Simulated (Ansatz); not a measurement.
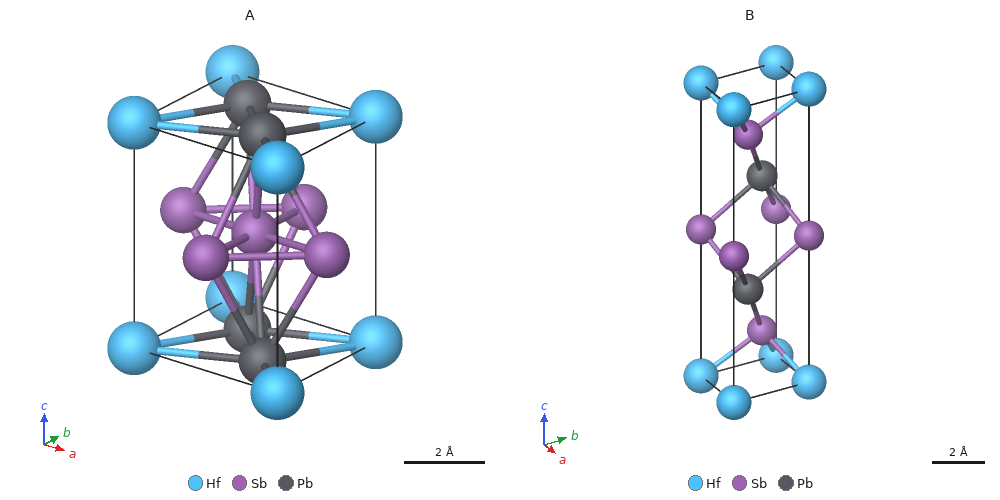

Two structures of HfSb3Pb2, each relaxed to rest (conventional cells in solid outline, small ones repeated, not to one scale). Method: Ansatz 0.2.0, DFT PBE, scalar-relativistic, plane waves, PAW, without spin polarisation.

What are the two structures?

A: CeCo₃B₂ type, P6/mmm. B: 6 atoms a cell on a primitive hexagonal lattice, P-3m1.

Which form lies lower?

B is lower, by 680 meV/atom at this level of theory (energies at zero smearing). Volumes: A 31.0, B 30.7 Å³/atom.

One or both may be structure types tried for this composition rather than known phases.
